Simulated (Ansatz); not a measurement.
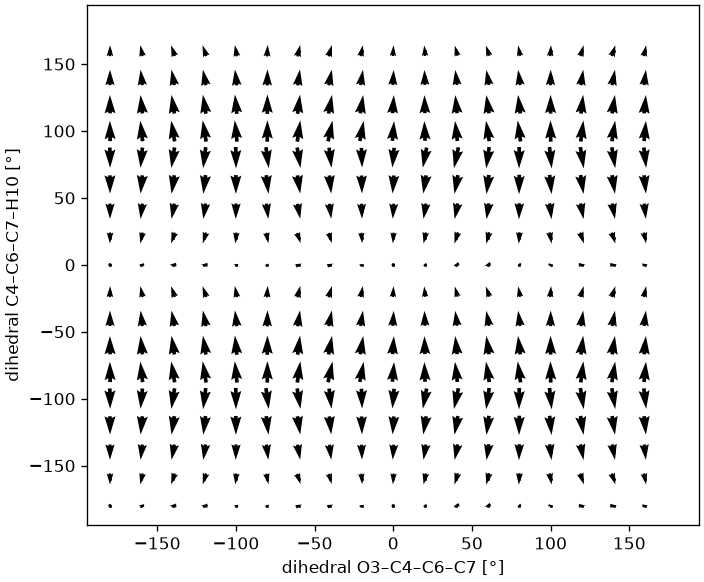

C5H4O2, SMILES C#COC(=O)C=C. The first coordinate is: dihedral O3–C4–C6–C7; the second: dihedral C4–C6–C7–H10. Nothing is relaxed (all other coordinates rigid). The scan uses an 18 × 18 grid. The dihedral twists a double bond; near 90° a spin-restricted reference is unreliable. Method: RKS PBE-D4/def2-SVP in Ansatz.

In the figure: dots at the grid points, arrows along the force (downhill), their lengths compressed.

Q: The arrows alone are given. Where are the wells?

A: The arrows converge at dihedral O3–C4–C6–C7 = −180°, dihedral C4–C6–C7–H10 = −180°; dihedral O3–C4–C6–C7 = −180°, dihedral C4–C6–C7–H10 = 0° (0.0017 eV up); dihedral O3–C4–C6–C7 = 0°, dihedral C4–C6–C7–H10 = 0° (0.08 eV up); dihedral O3–C4–C6–C7 = 0°, dihedral C4–C6–C7–H10 = −180° (0.08 eV up) (read from the interpolated surface).

The energy map of the same scan:

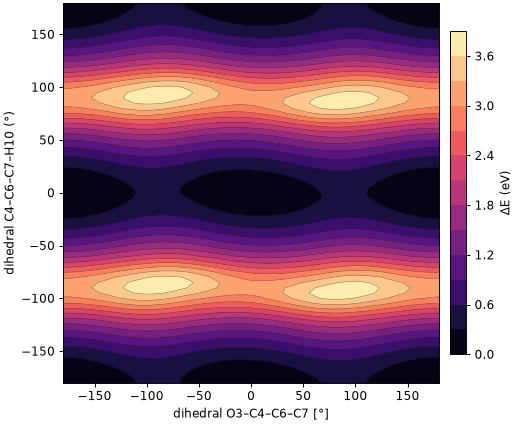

Energies are in eV, from the lowest grid point; between grid points the surface is interpolated.
